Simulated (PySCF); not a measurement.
# C4H6OSi: the cost of one run

Computed with PySCF 2.14.0 and routines of our own; the level stands in each step. Atoms count from 0.

### Step 1. The starting structure

12 atoms, charge 0, multiplicity 1; geometry from: GFN2-xTB.

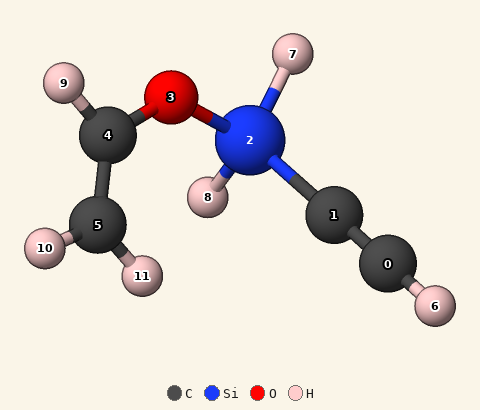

The starting geometry (carbon dark grey, silicon blue, oxygen red, hydrogen pink).

### Step 2. Magnetic properties: GIAO wB97X-D/pcSseg-1

What the job is given:

```
{"job": {"kind": "mag", "xc": "wB97X-D", "basis": "pcSseg-1", "isotopologues": 2}, "charge": 0, "multiplicity": 1}
C      2.463068    -1.284763     0.247704
C      1.819036    -0.286504     0.062412
Si     0.798273     1.238210    -0.213916
O     -0.652145     1.150221     0.529262
C     -1.685899     0.299105     0.448969
C     -1.733452    -0.809450    -0.267577
H      3.030704    -2.156502     0.408677
H      1.349016     2.388046     0.489424
H      0.639282     1.393852    -1.663472
H     -2.519695     0.623552     1.062264
H     -2.609275    -1.430108    -0.263671
H     -0.897713    -1.126345    -0.866104
```

Level: GIAO wB97X-D/pcSseg-1 magnetisability, rotational g tensor and spin-rotation constants, non-relativistic, gas phase.

Launch:

```console
OMP_NUM_THREADS=1 python excited_run.py task.json out
```

This one command runs all jobs of the session in turn.

**Question.** How long does this first job take on 1 thread of Arm Neoverse N1, shared host, and how much memory does it need?

About 31 s, with a peak of 0.74 GiB.
